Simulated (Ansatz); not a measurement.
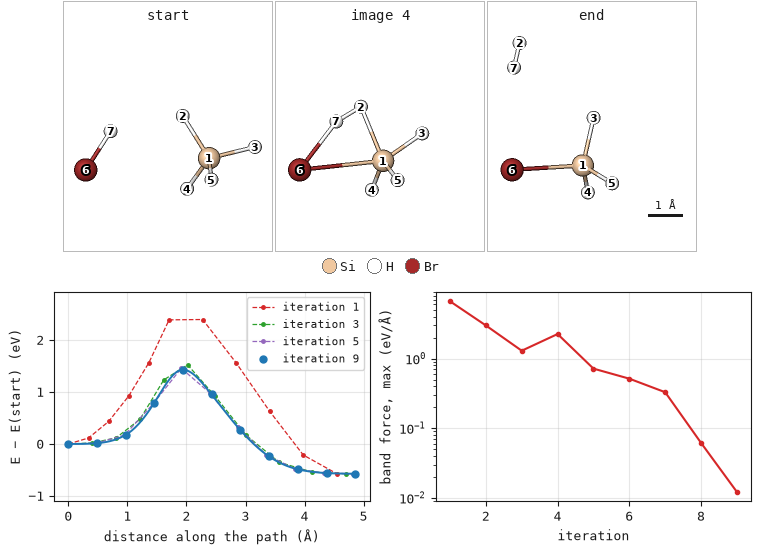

A nudged-elastic-band calculation for SiH5Br, made up at the start of SiH$_{4}$ and HBr. Images are numbered from 0 (start) to 10 (end). The plot follows the band through its iterations. A ball-and-stick model, seen at a tilt.

Computed with Ansatz 0.2.0, RKS PBE-D4/def2-SVP. Run with 9 movable images; climbing image; force threshold 0.05 eV/Å; iteration limit 60; starting path through a guess of the saddle point.

Question: How did the profile develop, and is the result final?

Answer: The run is converged, with reservations. The band converged in 9 iterations. The largest component of the band force went from 6.7 to 0.012 eV/Å. The climbing image converged on the top of the path. Its vibrational analysis gives 2 imaginary modes over 30i cm⁻¹, so it isn't confirmed as a transition state. The first iteration put the highest image at 2.39 eV. Forward barrier 1.43 eV, backward barrier 2.00 eV, with image 4 at the top; the reaction energy is −0.57 eV.

Limits of the set-up: the start holds two separate molecules, 2.3 Å apart at their closest, whose relative position is a soft coordinate.
